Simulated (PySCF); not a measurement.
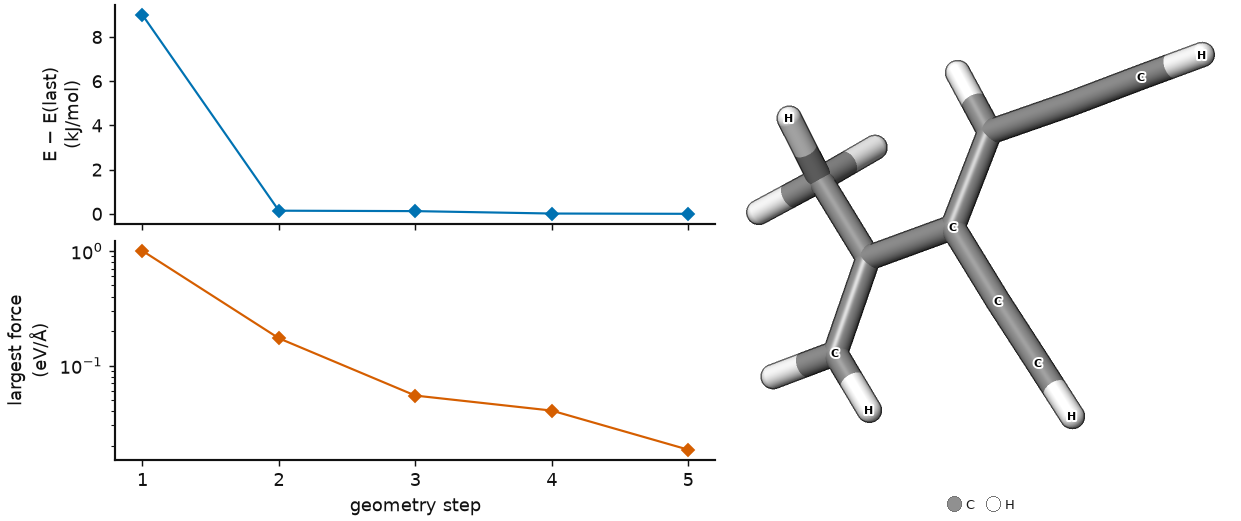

Beside the plot: the molecule at the start.

History of a geometry optimisation.

The run: C9H8 (SMILES C#C/C=C(\C#C)C(=C)C), by PySCF, PBE0-D3(BJ)/def2-SVP, geometry optimisation.

How did the optimisation end?

The optimisation met its thresholds at geometry 5, counting the start as the first. The energy fell by about 9 kJ/mol from the first step to the last. The largest force goes from about 1 eV/Å at the start to 0.018 eV/Å at the end.
